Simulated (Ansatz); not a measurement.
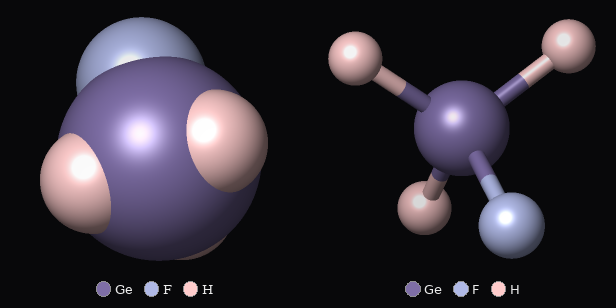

Two views of one molecule.

The computed structure is the end point of a PBE0-D4/def2-TZVP optimisation.

Give the formula.

FGeH3, 5 atoms: 1 fluorine, 1 germanium and 3 hydrogen.

How many sets of symmetry-equivalent atoms are there?

3: 1 Ge, 1 F, 3 H.

The parts below concern this one geometry. Atoms keep their numbers from picture to picture.

Geometry

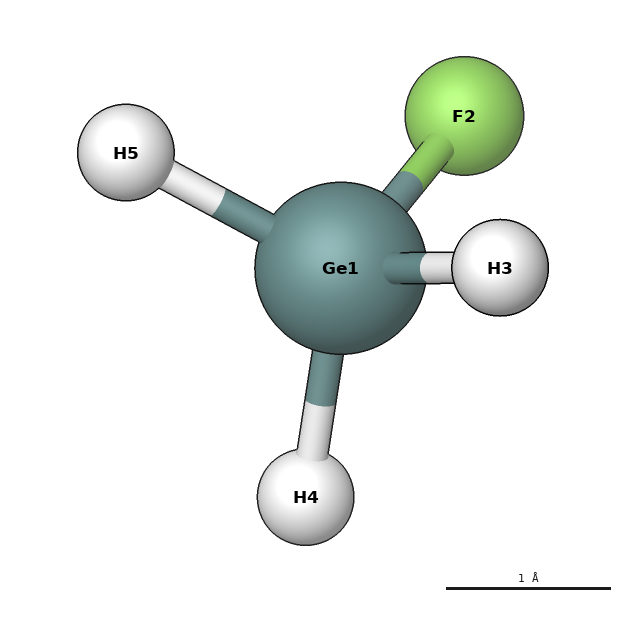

Numbered structure.

What are the angles F2–Ge1–H3, H3–Ge1–H4?

| angle | degrees |
| --- | --- |
| F2–Ge1–H3 | 106.2 |
| H3–Ge1–H4 | 112.5 |

Dipole moment

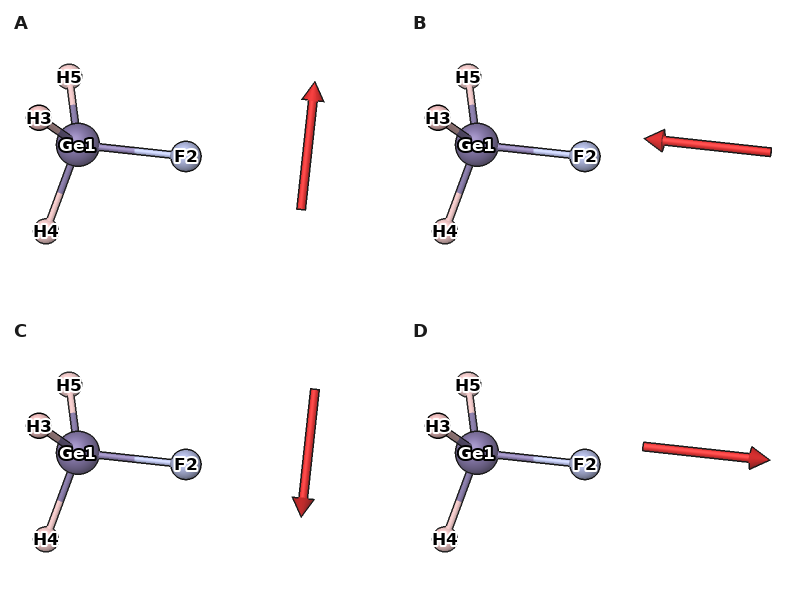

The same molecule four times, each with an arrow. Level of theory: RKS PBE0-D4/def2-TZVP (Ansatz 0.2.0).

Which arrow points along the dipole moment, from the negative to the positive end?

B. The dipole moment is 2.12 D; it points from the side of F2 to the side of H3, H4, H5 (the outermost atoms at the two ends).

Charges

The questions are on Mulliken charges. Properties computed with RKS PBE0-D4/def2-TZVP (Ansatz 0.2.0).

List the Mulliken charges.

```
atom  value (e)
 Ge1       0.38
  F2      −0.39
  H3       0.00
  H4       0.00
  H5       0.00
```

Electronic properties

Properties computed with RKS PBE0-D4/def2-TZVPP (Ansatz 0.2.0).

Computed properties:

- HOMO energy (Kohn–Sham orbital): −9.69 eV
- LUMO energy (Kohn–Sham orbital): −0.14 eV
- HOMO–LUMO gap: 9.55 eV

Vibrations

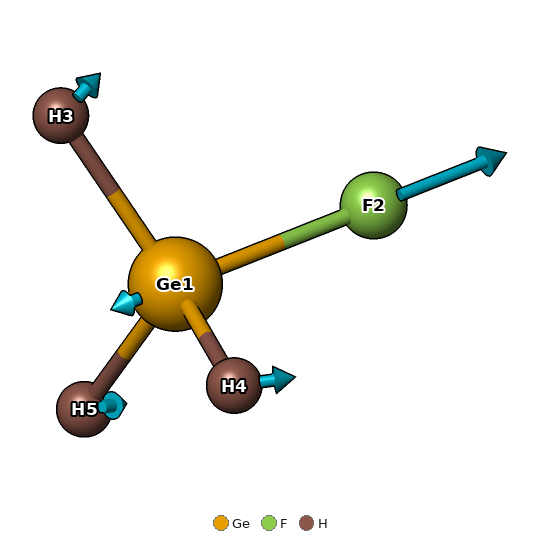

The arrows show one normal mode. Harmonic vibrations computed with RKS PBE0-D4/def2-TZVP (Ansatz 0.2.0) at a stationary point of the same level.

Describe the motion.

Mostly Ge–F stretching.

Estimate its harmonic wavenumber.

699 cm⁻¹; it is mode 3 of 9 counted from the lowest.

Mulliken values depend strongly on the basis set and can even reverse the polarity of a bond.
